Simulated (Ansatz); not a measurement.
Cost and result by functional for the adsorption energy of N on the 1x1 (111) surface of fcc Cu, one in a 2x2 cell, started at the site 'hollow Cu-Cu-Cu over Cu at depth 4.1 Å', in Ansatz (plane waves, PAW). Single points on the PBE structure, on one kind of machine; costs are rough ratios of the slab run's core time (references not counted) to the cheapest single point. r2SCAN's cost holds its higher cutoff (500 against 420 eV). Differences are taken against r2SCAN for comparison alone: no measured value is at hand, so the table doesn't rank accuracy.

Set-up: 17 atoms, 6.2 Å thick at the start under the adsorbate (thin: gaps and levels are the slab's own); mesh 6x6x1; 0.1 eV smearing; dipole correction on; 8 atoms held, the rest relaxed; held to the start's symmetry, so lower structures may exist; spin-polarised, no spin-orbit, no U, no dispersion correction. The starting moment vanished. At the end it is bonded to 3 Cu. In PBE it is, or lies within 0.03 eV of, the lowest of the starts that converged. These notes are the PBE run's. r2SCAN: The program's check for a lower electronic state was not made. Adsorption energies are against ½ N2(g). A negative adsorption energy means that the adsorbate is more stable on the surface than in its reference.

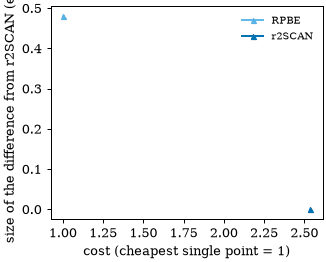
Fig. 1. Difference from r2SCAN against cost

| functional | relative cost | adsorption energy (eV) | less r2SCAN (eV) |
|---|---|---|---|
| RPBE | 1 | 1.75 | 0.48 |
| r2SCAN | 3 | 1.27 | 0.00 |
| PBE (the relaxed run's value) | – | 1.47 | 0.20 |

The values span 0.48 eV, while the single points' costs differ by a factor of roughly 3. Differences are of unrounded values.

Ansatz is a program for electronic structure.
